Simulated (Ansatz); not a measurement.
The relaxed structure here is a generated cell of ZnO: the first start was made by a random draw of sites in a space group, and the end was not matched to a known phase here, so it may be hypothetical. Known forms of ZnO include space group No. 186.

The end point of a relaxation of ZnO. The numbers are results of PBE (plane waves to 420 eV, PAW, scalar-relativistic; Ansatz, a program for electronic structure), not measurements.

P4₂/mmc (No. 131), tP4; a = 3.023 Å, b = 3.023 Å, c = 5.346 Å, α = 90.00°, β = 90.00°, γ = 90.00°.

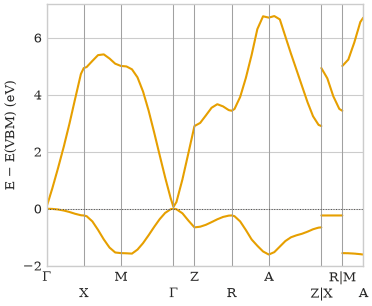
*Highest filled and lowest empty band along the path of this cell's Brillouin zone*

Q: Read off the gap and say whether it is direct.

A: 0.06 eV, direct at Γ (no spin-orbit coupling).

Q: How far does the top valence band disperse along this path?

A: About 1.6 eV.

No spin polarisation in the result.

The run could not lose the symmetry of its start: the end is stationary, and may be a saddle point rather than a minimum.
